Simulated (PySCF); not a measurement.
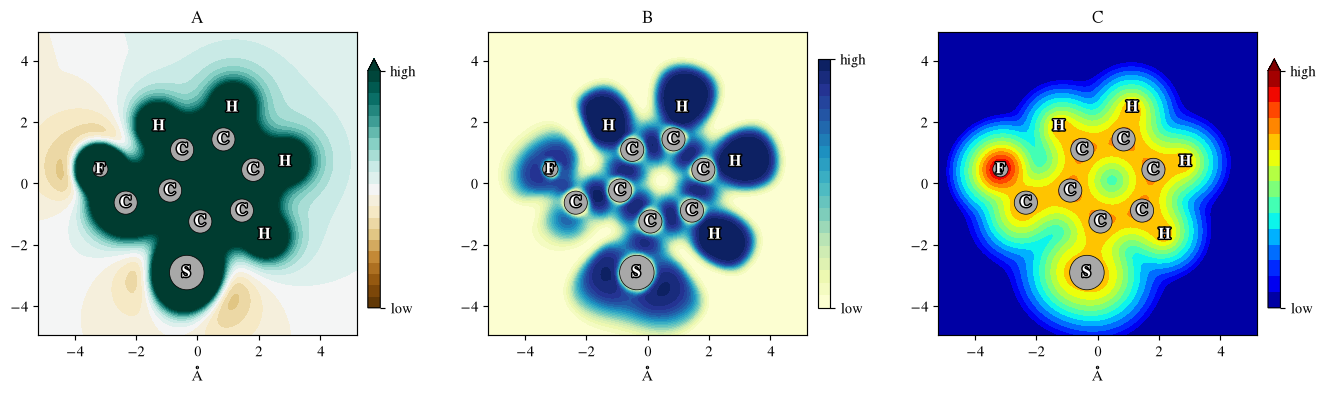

C7H6FS (SMILES FCc1ccccc1[S]) (doublet): 3 fields on the plane of atoms C5, C4 and H12, with unlabelled colour scales. Grey discs cover the atomic cores.

Geometry: GFN2-xTB.

All numbers below come from PySCF 2.14.0, density-fitted response routines, UKS B3LYP, pcH-1 on C F H S, non-relativistic, mean-field spin-orbit, GIAO.

Which field does each panel show? The fields are: electron density, electron localisation function and electrostatic potential.

Panel A: electrostatic potential (strongly positive close to the atoms, with negative regions outside electron-rich atoms). Panel B: electron localisation function. Panel C: electron density. From the grid: C–F (1.37 Å): the density is about 2.1 e/Å³ at the midpoint, with its minimum of 1.7 e/Å³ about 0.5 Å from C; the ELF peaks at about 0.85 between the atoms: a polar covalent bond. C–C (1.38 Å): ρ is about 2.2 e/Å³ halfway; the ELF peaks at about 0.95 between the atoms (localised, covalent bonding).
